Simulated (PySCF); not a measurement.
# BCl: what the fields show

```xyz
2

B     0.8832   -0.0858    0.0087
Cl   -0.8335   -0.0019   -0.0309
```

Geometry: PBE0-D3(BJ)/def2-SVP.

Theory: PySCF 2.14.0, PBE0/pcSseg-1, SCF density, gas phase, non-relativistic.

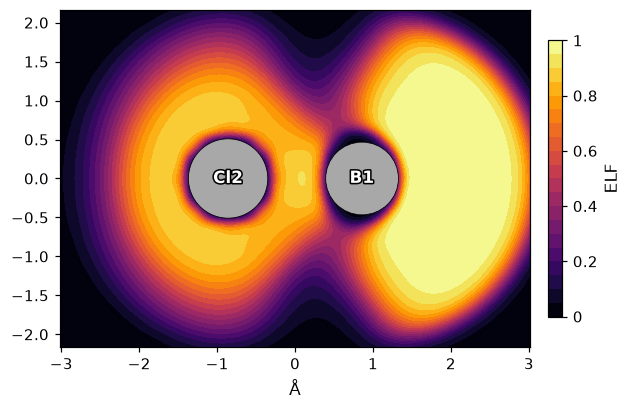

Figure 1. ELF on a plane that holds the molecular axis. Grey discs cover the atomic cores.

### Interpret the plot.

The plane passes through B and Cl nuclei. B–Cl (1.72 Å): the ELF peaks at about 0.90 between the atoms; a polar covalent bond. The ELF also peaks beside Cl2 and B1, away from the bonds: lone-pair regions.

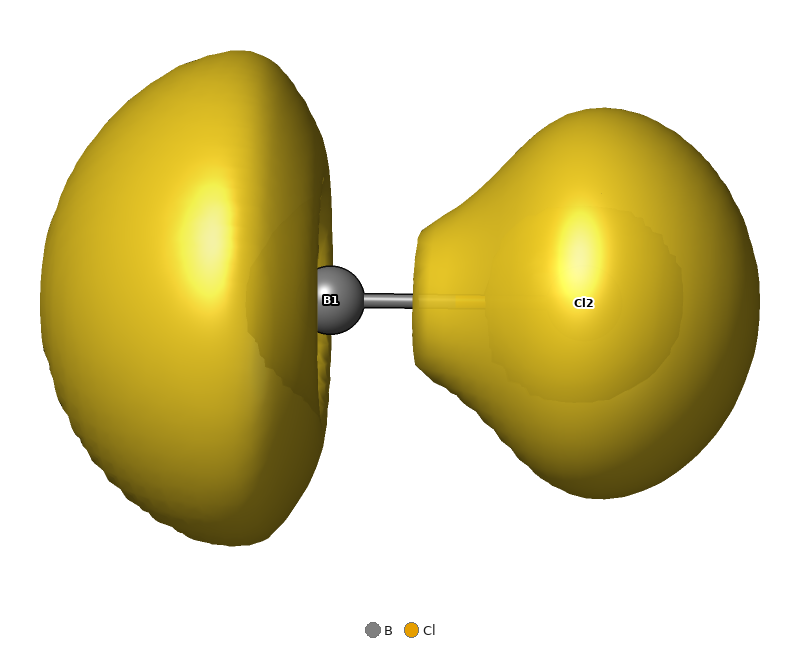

Figure 2. Isosurface of the ELF at 0.75 (yellow), seen from one side. Only the valence region is drawn (cores and ρ < 0.01 e/Å³ removed).

### Where are the electrons localised?

At this value the surface marks out one region on Cl in which the atom's valence shell and bonds are merged and one lobe on B, pointing away from the bonds (lone pairs).

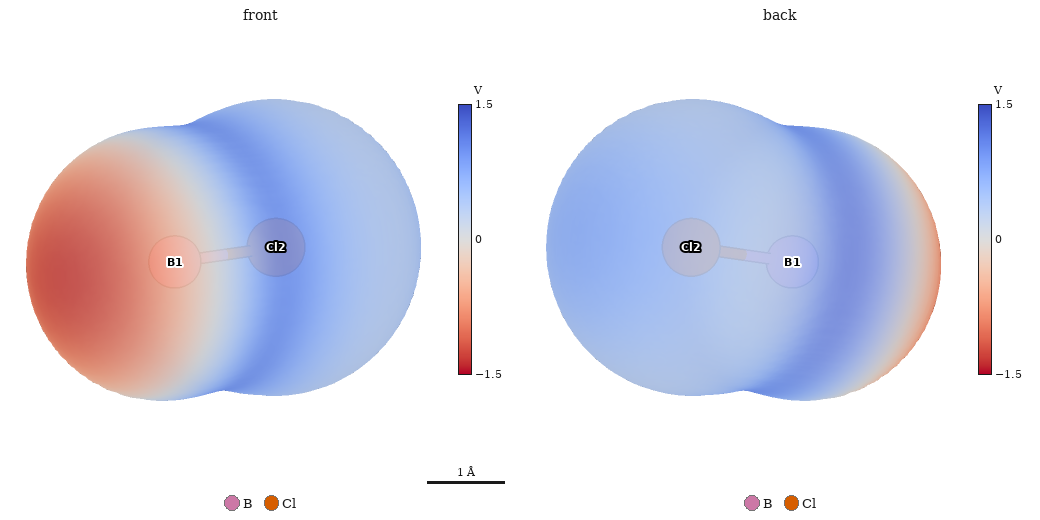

Figure 3. The electrostatic potential painted on the density surface at 0.002 e/bohr³, seen from the front and from behind; the colour scale runs from red (negative) to blue (positive).

### Describe the electrostatic potential map.

The most negative region (about −1.2 V) lies over Cl2, the most positive (about +0.9 V) over B1.

### How polar is the molecule by this calculation?

Its dipole moment is 1.36 D.
